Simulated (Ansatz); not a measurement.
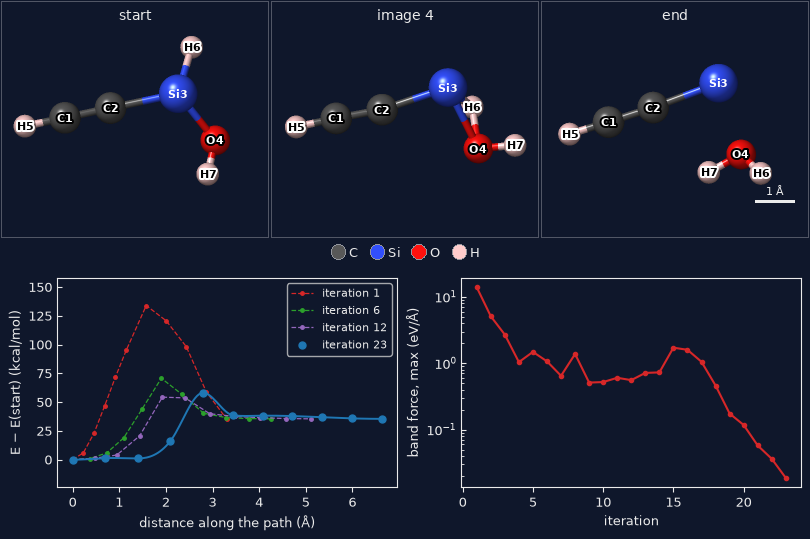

NEB run on C2H3OSi (multiplicity 2). Images are numbered from 0 (start) to 10 (end). The plot follows the band through its iterations. The picture is a ball-and-stick view, seen face on.

Level of theory: UKS r2SCAN-D4/def2-SVP (Ansatz 0.2.0). Run with 9 movable images; climbing image; force threshold 0.03 eV/Å; iteration limit 53; starting path through a guess of the saddle point.

How did the profile develop, and is the result final?

The run is converged, with reservations. The band converged in 23 iterations. The largest component of the band force went from 14 to 0.019 eV/Å. The climbing image converged on the top of the path. Its vibrational analysis gives one imaginary mode (1337i cm⁻¹), as a transition state must have. The first iteration put the highest image at 134.0 kcal/mol. The highest point, image 4, lies 58.2 kcal/mol above the start and 22.6 kcal/mol above the end; the end is at +35.5 kcal/mol relative to the start.

Cost: 9 min on 2 threads of AMD EPYC 9R14 (Zen 4), on a shared host, peak memory 0.22 GiB.
